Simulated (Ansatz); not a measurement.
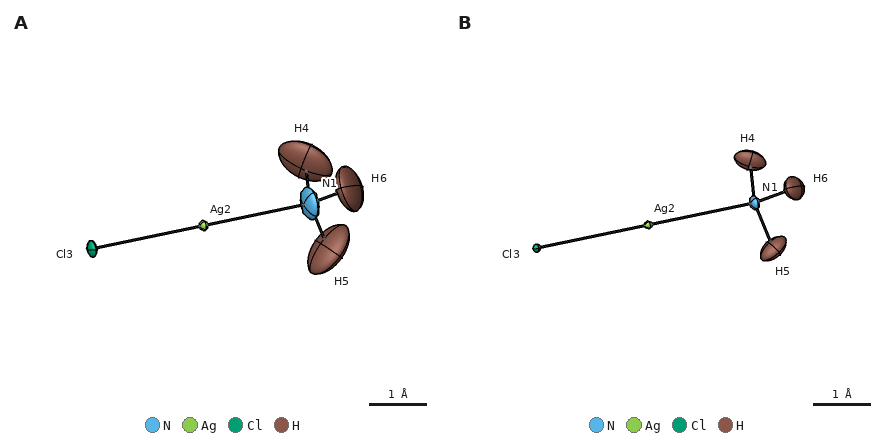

Displacement ellipsoids at the 50 % level, from the internal vibrations of the free molecule (harmonic, no overall translation or rotation; no half-axis is drawn under 0.075 Å). Charge 0, singlet. Vibrations computed with RKS PBE0-D4/def2-TZVP, core potentials on Ag (Ansatz 0.2.0). One panel is for 100 K, the other for 600 K.

Which panel is for 600 K?

Answer. A.

How much does the mean-square displacement of N1 grow, and why?

Answer. U_eq goes from 0.0058 to 0.0269 Å², a factor of 4.6. Modes below kT (417 cm⁻¹ at 600 K) grow about in proportion to T, and the lowest lies at 96 cm⁻¹; the mean-square amplitude of a mode is its zero-point value times coth(ħω/2kT), which comes close to 1 only above about 3kT.
